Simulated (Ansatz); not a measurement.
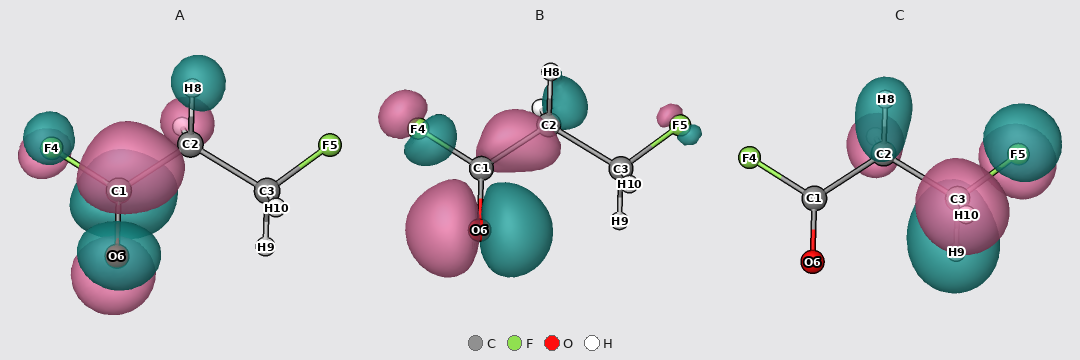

*C3H4F2O. Three frontier orbitals at ±0.15 Å⁻³ᐟ² (teal and pink are the two phases), in no order.*

Geometry: PBE0-D3(BJ)/def2-SVP.

Theory: isolated molecule in a Gaussian basis; Kohn-Sham density functional theory, functional PBE0 (Ansatz 0.2.0).

```xyz
10

C     0.7763   -2.6540   -1.5345
C     1.6128   -2.0061   -0.4808
C     0.7838   -1.4843    0.6721
F     1.5305   -3.1091   -2.5416
F     1.6125   -0.9056    1.5952
O    -0.4004   -2.7849   -1.5473
H     2.3585   -2.7383   -0.1292
H     2.1922   -1.1925   -0.9479
H     0.2236   -2.3042    1.1504
H     0.0546   -0.7369    0.3195
```

Q: Which picture is the HOMO−1, the HOMO and the LUMO?

A: C is the HOMO−1 (−10.07 eV). Its weight (Hirshfeld) is mainly on F5 (about 35 %), C3 (about 25 %), H10 (about 15 %), H9 (about 15 %) and C2 (about 5 %). B is the HOMO (−9.42 eV). By Hirshfeld shares it lies mainly on O6 (about 65 %), C1 (about 10 %), F4 (about 10 %) and C2 (about 10 %); largely a lone pair of O6. A is the LUMO (−0.86 eV). It lies mainly on C1 (about 45 %), O6 (about 30 %) and F4 (about 10 %); π-antibonding (π*) across C1–O6.

Q: What is the HOMO–LUMO gap?

A: 8.56 eV between the orbital energies.
